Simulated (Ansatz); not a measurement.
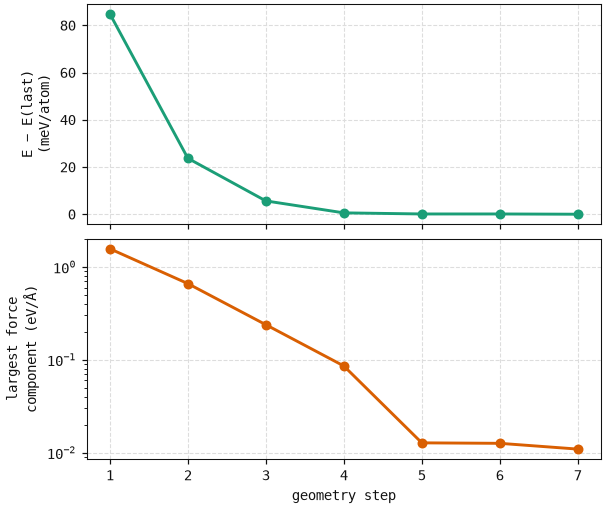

History of a geometry optimisation. Only the atoms move.

Pb$_{3}$C (slab, 4 atoms in the cell); Ansatz 0.2.0, DFT r2SCAN, scalar-relativistic, plane waves, PAW; cutoff 500 eV, 9×9×1 k-mesh, Gaussian smearing of 0.1 eV.

Question: How did it end, and what did it gain?

Answer: The optimisation met its thresholds at geometry 7, counting the start as the first. The energy fell by about 85 meV/atom from the first step to the last. The largest force component goes from about 1.6 eV/Å at the start to 0.011 eV/Å at the end.

Question: By which step was nine tenths of the energy gained?

Answer: By step 3 of 7.
